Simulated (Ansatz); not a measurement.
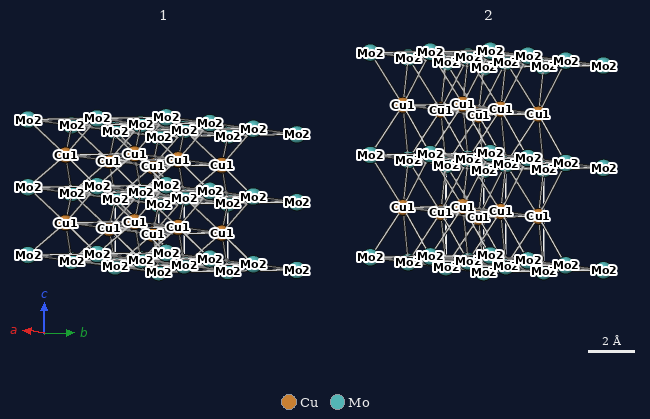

Two geometries of solid CuMo (a generated structure, set up in P-6m2) (coarse preliminary run), drawn at one scale. One is the start of a relaxation, the other its converged end. The picture is a ball-and-stick view of the cell of the calculation, repeated 3 × 2 × 2 with one cell outlined, seen from a free direction.

Theory: Ansatz, DFT PBE, scalar-relativistic, plane waves, PAW. (plane-wave cutoff 420 eV; k-point mesh 6 × 6 × 6; occupations gaussian; smearing width 0.1 eV; no spin polarisation; cell and atoms relaxed; force threshold 0.04 eV/Å; at most 70 steps)

**Which one is relaxed?**

Structure 2 is the relaxed one. The energy falls by 1235 meV per atom in 14 accepted moves (18 points after the start). All forces vanish by symmetry, so only the cell relaxes. The pressure goes from 60.23 to −0.05 GPa. The line search rejected the trial step at point 8 of the run. The SCF was repeated 3 times at an unchanged geometry on a basis and grid sized afresh for the cell, which shifted the energy by 180 meV per atom at most. The atoms keep their places relative to the cell (all moves are under 0.005 Å). Cell: a = b 3.089 → 2.679 Å (−13.3 %), c 3.013 → 4.551 Å (+51.0 %). Volume +13.5 %. Near-neighbour distances that change, for instance: Mo2–Mo2 3.013 → 4.551 Å, Cu1–Mo2 2.335 → 2.751 Å, Mo2–Mo2 (another image) 3.089 → 2.679 Å, Cu1–Cu1 3.089 → 2.679 Å. The space group stays P-6m2 (No. 187). Cost: 30 s on 1 thread of Arm Neoverse V2, on a shared host, peak memory 0.31 GiB.
